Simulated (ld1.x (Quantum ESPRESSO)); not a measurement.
# Boron: generating and testing a TM potential

Aim: build the potential from the settings below, then test how well it stands in for the atom: other configurations, scattering, ghost states and the plane-wave cutoff that it needs.

The numbers are computed with ld1.x (Quantum ESPRESSO) 7.5 (PBEsol, scalar-relativistic, spin-unpolarised reference atom).

### Step 1. Settings

Typed settings, in words:

* element: boron (B, Z = 5)
* type: norm-conserving Troullier–Martins (Kleinman–Bylander form)
* frozen core: [He]
* valence charge: 3
* reference configuration: 2s2 2p1
* partial waves: 2s (bound): rc 0.88 bohr; 2p (bound): rc 3.34 bohr
* local potential: all-electron potential smoothed inside 0.78 bohr (lloc = -1)
* core correction: a·sin(br)/r model core inside 0.55 bohr

The nodes and maxima of the atom's own shells, from an earlier all-electron run, set the scale for the radii.

All-electron outer shells of the reference configuration (PBEsol, scalar-relativistic, ld1.x):

```tsv
shell	level (eV)	outermost node (bohr)	outermost maximum (bohr)
1s	-179.55	–	0.21
2s	-9.36	0.46	1.52
2p	-3.56	–	1.59
```

### Step 2. The generation run

File B.in:

```
 &input
   title='B', zed=5., rel=1, dft='PBESOL', iswitch=3,
   config='[He] 2s2 2p1',
   nld=2, rlderiv=3.65, eminld=-3.0, emaxld=5.0, deld=0.02
 /
 &inputp
   pseudotype=2, tm=.true., lloc=-1, rcloc=0.78,
   nlcc=.true., rcore=0.55,
   file_pseudopw='B.UPF', file_wfcaegen='ae.wfc', file_wfcncgen='nc.wfc', file_beta='beta', file_chi='chi'
 /
2
2S  1  0   2.00   0.00  0.88  0.88  0.0
2P  2  1   1.00   0.00  3.34  3.34  0.0
 &test
   configts(1)='2s2 2p1'
 /
```

On the command line:

```console
$ ld1.x < B.in > B.out
```

What the program wrote to B.out (without the banner and most projector matrices):

```text
     Program LD1 v.7.5
     --------------------------- All-electron run ----------------------------

     B
     scalar relativistic calculation

     atomic number is  5.00
     dft =PBESOL   lsd =0 sic =0 latt =0  beta=0.20 tr2=1.0E-14
     Exchange-correlation= PBESOL
                           (   1   4  10   8   0   0   0)
     mesh =1059 r(mesh) = 101.04461 a.u. xmin = -7.00 dx = 0.01250
     1 Ry =  13.60569312 eV, c = 137.03599908

     n l     nl                  e(Ry)          e(Ha)          e(eV)
     1 0     1S 1( 2.00)       -13.1966        -6.5983      -179.5488
     2 0     2S 1( 2.00)        -0.6880        -0.3440        -9.3611
     2 1     2P 1( 1.00)        -0.2613        -0.1307        -3.5553

     final scf error:  5.9E-15 reached in  38 iterations

     Etot =     -48.939619 Ry,     -24.469810 Ha,    -665.857443 eV

     Ekin =      48.734958 Ry,      24.367479 Ha,     663.072881 eV
     Encl =    -113.420501 Ry,     -56.710251 Ha,   -1543.164533 eV
     Eh   =      23.055873 Ry,      11.527936 Ha,     313.691127 eV
     Exc  =      -7.309949 Ry,      -3.654974 Ha,     -99.456918 eV

     normalization and overlap integrals

     s(1S/1S) =  1.000000  <r> =   0.3303  <r2> =    0.1482  r(max) =   0.2103
     s(2S/2S) =  1.000000  <r> =   1.9587  <r2> =    4.6280  r(max) =   1.5152
     s(2P/2P) =  1.000000  <r> =   2.3021  <r2> =    6.8779  r(max) =   1.5929

     ------------------------ End of All-electron run ------------------------

     --------------------- Generating NC pseudopotential ---------------------

      Generating local potential from pseudized AE potential:
      Matching radius rcloc =   0.7800

      Local pseudo, rcloc= 0.771 Estimated cut-off energy=    39.62 Ry

      Computing core charge for nlcc:

       r > 0.55 : true rho core
       r < 0.55 : rho core = a sin(br)/r    a=   4.86  b=   4.63

      Integrated core pseudo-charge :   0.86

      Wfc   2S  rcut= 0.874  Using Troullier-Martins method

      Wfc   2P  rcut= 3.372  Using Troullier-Martins method

     ------------------- End of pseudopotential generation -------------------

     [... the all-electron block is printed once more ...]


     Computing logarithmic derivative in   3.65769
     Computing logarithmic derivative in   3.65769
     Computing the partial wave expansion
     R is outside the sphere for l=    0 j= 0.00
     R is outside the sphere for l=    1 j= 0.00

     ---------------------- Testing the pseudopotential ----------------------

     B
     scalar relativistic calculation

     atomic number is  5.00   valence charge is  3.00
     dft =PBESOL   lsd =0 sic =0 latt =0  beta=0.20 tr2=1.0E-14
     mesh =1059 r(mesh) = 101.04461 xmin = -7.00 dx = 0.01250

     n l     nl             e AE (Ry)        e PS (Ry)    De AE-PS (Ry)
     1 0     2S   1( 2.00)       -0.68803       -0.68802       -0.00001
     2 1     2P   1( 1.00)       -0.26131       -0.26131        0.00000

     eps = 3.4E-17  iter =  4

     Etot =     -48.939619 Ry,     -24.469810 Ha,    -665.857443 eV
     Etotps =    -6.392927 Ry,      -3.196463 Ha,     -86.980200 eV

     Ekin =       2.454848 Ry,       1.227424 Ha,      33.399914 eV
     Encl =     -10.920901 Ry,      -5.460451 Ha,    -148.586430 eV
     Ehrt =       3.938528 Ry,       1.969264 Ha,      53.586402 eV
     Ecxc =      -2.913072 Ry,      -1.456536 Ha,     -39.634361 eV
     (Ecc =      -1.256858 Ry,      -0.628429 Ha,     -17.100423 eV)
     Epseu=       1.047670 Ry,       0.523835 Ha,      14.254275 eV

     ---------------------- End of pseudopotential test ----------------------
```

It took 0.94 s on 1 thread, shared host. This counts the later configuration tests of the new file too.

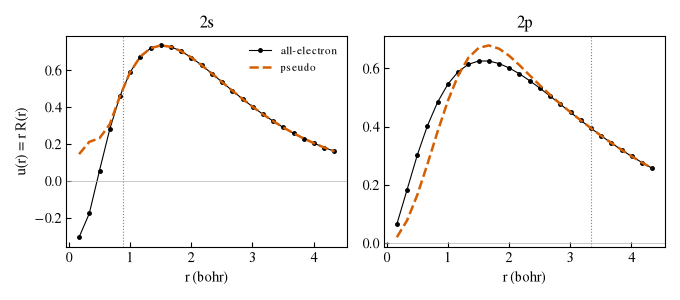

All-electron and pseudo partial waves (2s, 2p), with the matching radii dotted. The curves join 26 sampled radii.

### Step 3. Configuration tests

File B.test.in:

```
 &input
   title='B', zed=5., rel=1, dft='PBESOL', iswitch=2,
   config='[He] 2s2 2p1'
 /
 &test
   file_pseudo='B.UPF', nconf=8,
   configts(1)='2s2 2p1',
   configts(2)='2s2 2p0',
   configts(3)='2s1 2p0',
   configts(4)='2s2 2p0.5',
   configts(5)='2s0 2p3',
   configts(6)='2s2 2p1.3',
   configts(7)='2s1 2p2',
   configts(8)='2s1 2p1'
 /
```

On the command line:

```console
$ ld1.x < B.test.in > B.test.out
```

B.test.out, the pseudopotential blocks, each with the warnings that came before it:

```text
     ---------------------- Testing the pseudopotential ----------------------

     B
     scalar relativistic calculation

     atomic number is  5.00   valence charge is  3.00
     dft =PBESOL   lsd =0 sic =0 latt =0  beta=0.20 tr2=1.0E-14
     mesh =1059 r(mesh) = 101.04461 xmin = -7.00 dx = 0.01250

     n l     nl             e AE (Ry)        e PS (Ry)    De AE-PS (Ry)
     1 0     2S   1( 2.00)       -0.68803       -0.68802       -0.00001
     2 1     2P   1( 1.00)       -0.26131       -0.26131        0.00000

     eps = 1.6E-16  iter =  4

     Etot =     -48.939619 Ry,     -24.469810 Ha,    -665.857443 eV
     Etotps =    -6.392927 Ry,      -3.196463 Ha,     -86.980200 eV

     Ekin =       2.454848 Ry,       1.227424 Ha,      33.399914 eV
     Encl =     -10.920901 Ry,      -5.460451 Ha,    -148.586429 eV
     Ehrt =       3.938528 Ry,       1.969264 Ha,      53.586402 eV
     Ecxc =      -2.913072 Ry,      -1.456536 Ha,     -39.634361 eV
     (Ecc =      -1.256858 Ry,      -0.628429 Ha,     -17.100423 eV)
     Epseu=       1.047670 Ry,       0.523835 Ha,      14.254275 eV

     ---------------------- End of pseudopotential test ----------------------

     ---------------------- Testing the pseudopotential ----------------------

     B
     scalar relativistic calculation

     atomic number is  5.00   valence charge is  3.00
     dft =PBESOL   lsd =0 sic =0 latt =0  beta=0.20 tr2=1.0E-14
     mesh =1059 r(mesh) = 101.04461 xmin = -7.00 dx = 0.01250

     n l     nl             e AE (Ry)        e PS (Ry)    De AE-PS (Ry)
     1 0     2S   1( 2.00)       -1.42426       -1.40955       -0.01471  !
     2 1     2P   1( 0.00)       -0.97362       -0.94656       -0.02706  !

     eps = 6.6E-15  iter = 11

     Etot =     -48.341382 Ry,     -24.170691 Ha,    -657.718009 eV
     Etotps =    -5.803489 Ry,      -2.901744 Ha,     -78.960485 eV
     dEtot_ae =       0.598237 Ry
     dEtot_ps =       0.589438 Ry,   Delta E=       0.008799 Ry

     Ekin =       1.529073 Ry,       0.764536 Ha,      20.804096 eV
     Encl =      -8.315522 Ry,      -4.157761 Ha,    -113.138446 eV
     Ehrt =       2.013999 Ry,       1.006999 Ha,      27.401848 eV
     Ecxc =      -2.414313 Ry,      -1.207156 Ha,     -32.848396 eV
     (Ecc =      -1.256858 Ry,      -0.628429 Ha,     -17.100423 eV)
     Epseu=       1.383275 Ry,       0.691637 Ha,      18.820412 eV

     ---------------------- End of pseudopotential test ----------------------

     Warning: n=2, l=1 expected 0 nodes, found 1
     ---------------------- Testing the pseudopotential ----------------------

     B
     scalar relativistic calculation

     atomic number is  5.00   valence charge is  3.00
     dft =PBESOL   lsd =0 sic =0 latt =0  beta=0.20 tr2=1.0E-14
     mesh =1059 r(mesh) = 101.04461 xmin = -7.00 dx = 0.01250

     n l     nl             e AE (Ry)        e PS (Ry)    De AE-PS (Ry)
     1 0     2S   1( 1.00)       -2.29896       -2.27679       -0.02217  !
     2 1     2P   1( 0.00)       -1.85728       -1.85728        0.00000

     eps = 8.7E-15  iter =  7

     Etot =     -46.484682 Ry,     -23.242341 Ha,    -632.456312 eV
     Etotps =    -3.965378 Ry,      -1.982689 Ha,     -53.951717 eV
     dEtot_ae =       2.454938 Ry
     dEtot_ps =       2.427549 Ry,   Delta E=       0.027389 Ry

     Ekin =       0.922064 Ry,       0.461032 Ha,      12.545319 eV
     Encl =      -4.541029 Ry,      -2.270514 Ha,     -61.783844 eV
     Ehrt =       0.546239 Ry,       0.273120 Ha,       7.431962 eV
     Ecxc =      -1.800251 Ry,      -0.900125 Ha,     -24.493660 eV
     (Ecc =      -1.256858 Ry,      -0.628429 Ha,     -17.100423 eV)
     Epseu=       0.907599 Ry,       0.453799 Ha,      12.348507 eV

     ---------------------- End of pseudopotential test ----------------------

     ---------------------- Testing the pseudopotential ----------------------

     B
     scalar relativistic calculation

     atomic number is  5.00   valence charge is  3.00
     dft =PBESOL   lsd =0 sic =0 latt =0  beta=0.20 tr2=1.0E-14
     mesh =1059 r(mesh) = 101.04461 xmin = -7.00 dx = 0.01250

     n l     nl             e AE (Ry)        e PS (Ry)    De AE-PS (Ry)
     1 0     2S   1( 2.00)       -1.03096       -1.02809       -0.00287
     2 1     2P   1( 0.50)       -0.58868       -0.58221       -0.00648  !

     eps = 9.9E-15  iter =  8

     Etot =     -48.729751 Ry,     -24.364876 Ha,    -663.002041 eV
     Etotps =    -6.184270 Ry,      -3.092135 Ha,     -84.141279 eV
     dEtot_ae =       0.209868 Ry
     dEtot_ps =       0.208657 Ry,   Delta E=       0.001211 Ry

     Ekin =       2.073429 Ry,       1.036714 Ha,      28.210436 eV
     Encl =      -9.712601 Ry,      -4.856301 Ha,    -132.146675 eV
     Ehrt =       2.948026 Ry,       1.474013 Ha,      40.109934 eV
     Ecxc =      -2.679102 Ry,      -1.339551 Ha,     -36.451038 eV
     (Ecc =      -1.256858 Ry,      -0.628429 Ha,     -17.100423 eV)
     Epseu=       1.185979 Ry,       0.592989 Ha,      16.136064 eV

     ---------------------- End of pseudopotential test ----------------------

     ---------------------- Testing the pseudopotential ----------------------

     B
     scalar relativistic calculation

     atomic number is  5.00   valence charge is  3.00
     dft =PBESOL   lsd =0 sic =0 latt =0  beta=0.20 tr2=1.0E-14
     mesh =1059 r(mesh) = 101.04461 xmin = -7.00 dx = 0.01250

     n l     nl             e AE (Ry)        e PS (Ry)    De AE-PS (Ry)
     1 0     2S   1( 0.00)       -0.75347       -0.77364        0.02017  !
     2 1     2P   1( 3.00)       -0.32404       -0.33346        0.00943  !

     eps = 7.2E-15  iter = 13

     Etot =     -48.082880 Ry,     -24.041440 Ha,    -654.200912 eV
     Etotps =    -5.526124 Ry,      -2.763062 Ha,     -75.186749 eV
     dEtot_ae =       0.856739 Ry
     dEtot_ps =       0.866803 Ry,   Delta E=      -0.010063 Ry

     Ekin =       3.800752 Ry,       1.900376 Ha,      51.711866 eV
     Encl =      -9.880752 Ry,      -4.940376 Ha,    -134.434478 eV
     Ehrt =       3.691298 Ry,       1.845649 Ha,      50.222667 eV
     Ecxc =      -2.778201 Ry,      -1.389101 Ha,     -37.799350 eV
     (Ecc =      -1.256858 Ry,      -0.628429 Ha,     -17.100423 eV)
     Epseu=      -0.359221 Ry,      -0.179611 Ha,      -4.887454 eV

     ---------------------- End of pseudopotential test ----------------------

     ---------------------- Testing the pseudopotential ----------------------

     B
     scalar relativistic calculation

     atomic number is  5.00   valence charge is  3.00
     dft =PBESOL   lsd =0 sic =0 latt =0  beta=0.20 tr2=1.0E-14
     mesh =1059 r(mesh) = 101.04461 xmin = -7.00 dx = 0.01250

     n l     nl             e AE (Ry)        e PS (Ry)    De AE-PS (Ry)
     1 0     2S   1( 2.00)       -0.51340       -0.51315       -0.00025
     2 1     2P   1( 1.30)       -0.09855       -0.09902        0.00047

     eps = 6.9E-15  iter =  9

     Etot =     -48.992867 Ry,     -24.496434 Ha,    -666.581914 eV
     Etotps =    -6.446286 Ry,      -3.223143 Ha,     -87.706192 eV
     dEtot_ae =      -0.053248 Ry
     dEtot_ps =      -0.053359 Ry,   Delta E=       0.000112 Ry

     Ekin =       2.593646 Ry,       1.296823 Ha,      35.288353 eV
     Encl =     -11.511498 Ry,      -5.755749 Ha,    -156.621914 eV
     Ehrt =       4.509774 Ry,       2.254887 Ha,      61.358608 eV
     Ecxc =      -3.027410 Ry,      -1.513705 Ha,     -41.190016 eV
     (Ecc =      -1.256858 Ry,      -0.628429 Ha,     -17.100423 eV)
     Epseu=       0.989202 Ry,       0.494601 Ha,      13.458777 eV

     ---------------------- End of pseudopotential test ----------------------

     ---------------------- Testing the pseudopotential ----------------------

     B
     scalar relativistic calculation

     atomic number is  5.00   valence charge is  3.00
     dft =PBESOL   lsd =0 sic =0 latt =0  beta=0.20 tr2=1.0E-14
     mesh =1059 r(mesh) = 101.04461 xmin = -7.00 dx = 0.01250

     n l     nl             e AE (Ry)        e PS (Ry)    De AE-PS (Ry)
     1 0     2S   1( 1.00)       -0.72373       -0.73283        0.00911  !
     2 1     2P   1( 2.00)       -0.29522       -0.29946        0.00424

     eps = 1.7E-16  iter = 10

     Etot =     -48.511915 Ry,     -24.255957 Ha,    -660.038223 eV
     Etotps =    -5.962870 Ry,      -2.981435 Ha,     -81.128979 eV
     dEtot_ae =       0.427705 Ry
     dEtot_ps =       0.430057 Ry,   Delta E=      -0.002352 Ry

     Ekin =       3.106043 Ry,       1.553021 Ha,      42.259867 eV
     Encl =     -10.427077 Ry,      -5.213538 Ha,    -141.867604 eV
     Ehrt =       3.802978 Ry,       1.901489 Ha,      51.742146 eV
     Ecxc =      -2.843324 Ry,      -1.421662 Ha,     -38.685390 eV
     (Ecc =      -1.256858 Ry,      -0.628429 Ha,     -17.100423 eV)
     Epseu=       0.398510 Ry,       0.199255 Ha,       5.422001 eV

     ---------------------- End of pseudopotential test ----------------------

     ---------------------- Testing the pseudopotential ----------------------

     B
     scalar relativistic calculation

     atomic number is  5.00   valence charge is  3.00
     dft =PBESOL   lsd =0 sic =0 latt =0  beta=0.20 tr2=1.0E-14
     mesh =1059 r(mesh) = 101.04461 xmin = -7.00 dx = 0.01250

     n l     nl             e AE (Ry)        e PS (Ry)    De AE-PS (Ry)
     1 0     2S   1( 1.00)       -1.43189       -1.44735        0.01546  !
     2 1     2P   1( 1.00)       -0.98226       -0.97978       -0.00248

     eps = 1.5E-15  iter = 12

     Etot =     -47.891210 Ry,     -23.945605 Ha,    -651.593113 eV
     Etotps =    -5.338277 Ry,      -2.669139 Ha,     -72.630963 eV
     dEtot_ae =       1.048409 Ry
     dEtot_ps =       1.054649 Ry,   Delta E=      -0.006241 Ry

     Ekin =       2.316181 Ry,       1.158090 Ha,      31.513243 eV
     Encl =      -7.781732 Ry,      -3.890866 Ha,    -105.875861 eV
     Ehrt =       1.935028 Ry,       0.967514 Ha,      26.327401 eV
     Ecxc =      -2.350510 Ry,      -1.175255 Ha,     -31.980312 eV
     (Ecc =      -1.256858 Ry,      -0.628429 Ha,     -17.100423 eV)
     Epseu=       0.542756 Ry,       0.271378 Ha,       7.384566 eV

     ---------------------- End of pseudopotential test ----------------------
```

The tests as a table, with energies relative to 2s2 2p1. A star marks tests that logged a warning.

| valence configuration | charge | ΔE all-electron (eV) | error AE − PS (meV) |
| --- | --- | --- | --- |
| 2s2 2p0 | +1 | 8.139 | +120 |
| 2s1 2p0 * | +2 | 33.401 | +373 |
| 2s2 2p0.5 | +0.5 | 2.855 | +16 |
| 2s0 2p3 | 0 | 11.657 | -137 |
| 2s2 2p1.3 | -0.3 | -0.724 | +1.5 |
| 2s1 2p2 | 0 | 5.819 | -32 |
| 2s1 2p1 | +1 | 14.264 | -85 |

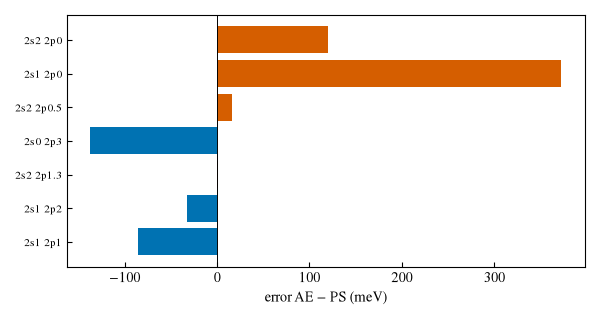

Error of the potential in each test configuration.

### Step 4. Logarithmic derivatives

Taken from the files of the generation run. The phase is arctan(r·u′/u) with u = r·R, unwrapped, with energies in Ry. A pole is an energy at which the radial function vanishes at the test radius. The pseudo phase is shifted by a multiple of π to meet the all-electron one at the reference energy. Levels narrower than the energy grid can be missing from the poles. Where the grid stepped over a known ghost or core level, its pole and its step of π were put in at the level's energy. The last column is the largest difference on the grid between −1 and +1 Ry.

```tsv
channel	radius (bohr)	reference (Ry)	poles AE	poles PS	window around the reference with phases within 0.05 rad (Ry)	largest difference near zero (rad)
s	3.66	-0.69	-0.57, 2.19	-0.57, 2.08, 4.85	below 0.6	0.051
p	3.66	-0.26	-0.09, 2.24	-1.16, -0.08, 2.83	-1.1 to 0.5	0.281
```

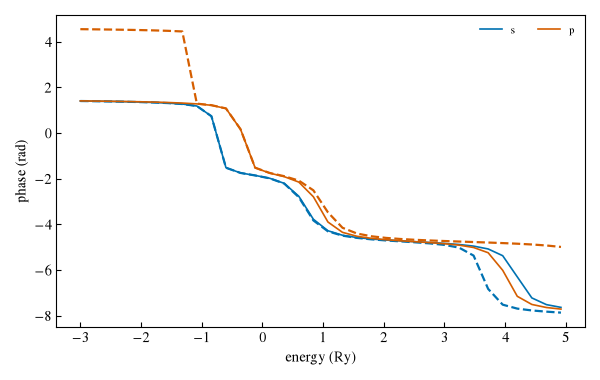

All-electron (solid) and pseudo (dashed) phases against energy.

### Step 5. Plane-wave convergence, by spherical Bessel functions

A separate test, outside the generator: the pseudo-atom's Hamiltonian at the reference potential is diagonalised in spherical Bessel functions j_l(qr) that vanish at 20 bohr, with q² up to the cutoff.

All-electron valence levels (Ry): 2s -0.6880, 2p -0.2613. The lowest levels of each channel (Ry) by cutoff; the last column sums, over occupied levels, occupation times the distance from the level at 400 Ry. A positive value at high cutoff is not a bound level.

```csv
cutoff (Ry),s #1,p #1,p #2,d #1,f #1,Σ f·Δε (mRy)
8,-0.5824,-0.2483,0.0315,0.0670,0.1132,224.1
21,-0.6376,-0.2613,0.0308,0.0669,0.1132,100.6
45,-0.6449,-0.4561,-0.2613,0.0669,0.1132,86.1
70,-0.6729,-0.9954,-0.2613,0.0669,0.1132,30.1
90,-0.6842,-1.1171,-0.2613,0.0669,0.1132,7.5
120,-0.6867,-1.1594,-0.2613,0.0669,0.1132,2.5
180,-0.6876,-1.1632,-0.2613,0.0669,0.1132,0.7
230,-0.6878,-1.1632,-0.2613,0.0669,0.1132,0.3
400,-0.6879,-1.1632,-0.2613,0.0669,0.1132,0.0
```

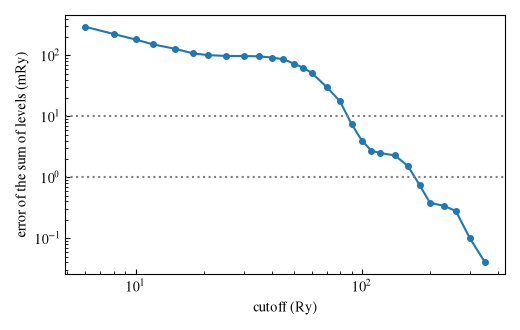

Occupation-weighted error of the valence levels against the cutoff; the dotted lines mark 10 and 1 mRy.

The sum stays within 10 mRy from 90 Ry and within 1 mRy from 180 Ry. The sum leaves out empty levels, which can need more. Ghost test: ghost state, bound below the all-electron valence or empty levels of the same l: p at -15.8 eV.

### Step 6. Results

| quantity | value |
| --- | --- |
| cutoffs for 10 and 1 mRy, occupied levels | 90 Ry and 180 Ry |
| bound ghosts | p at -15.83 eV |
| largest test error (AE − PS) | +373 meV, for 2s1 2p0 (this test logged a warning) |
| largest phase difference near zero energy, channels read | 0.281 rad |

A bound ghost (p) makes it unfit for use: electrons can fall into a state that the atom doesn't have. By total energies transferability is poor: the largest error is 373 meV on 33.4 eV, for 2s1 2p0. By its cutoff, 90 Ry for the looser tolerance, it is hard. The slowest occupied level is 2s: taken alone it needs 160 Ry to come within 1 mRy, against 12 Ry for 2p. Of the channels read, p scatters worst near zero energy, by up to 0.28 rad. All of this concerns the isolated atom, not yet a solid.
